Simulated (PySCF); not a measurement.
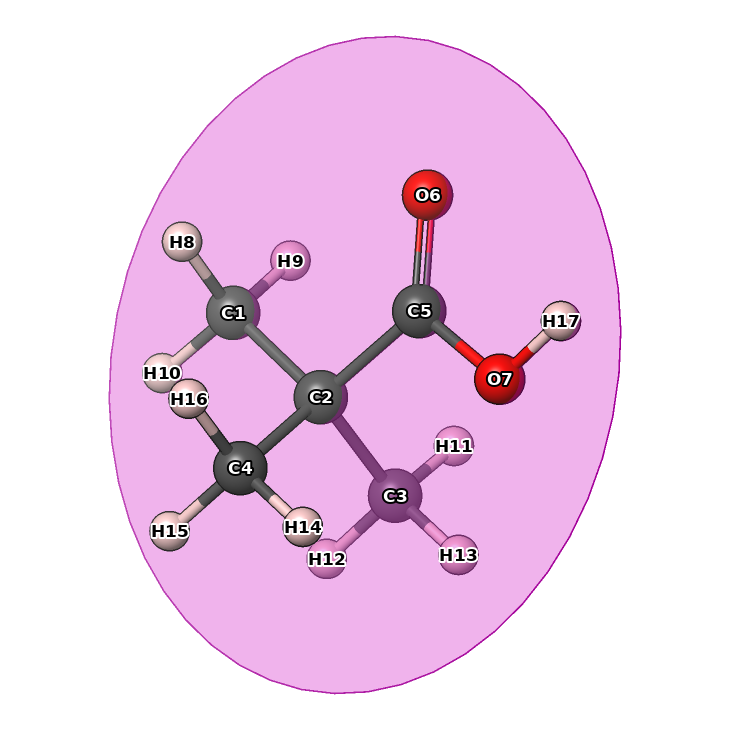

A disc through the centre of mass is drawn in. Depth is shown by fading: the farther an atom, the more it takes the colour of the background. The geometry was computed by an optimisation with GFN2-xTB. No frequency run is at hand to confirm it as a minimum.

**Is the plane of the disc a mirror plane of the structure?**

Yes. The reflection leaves C1, C2, C5, O6, O7, H10, H17 in place and moves C3 ↔ C4; H8 ↔ H9; H11 ↔ H16; H12 ↔ H15; H13 ↔ H14. The point group is Cs.
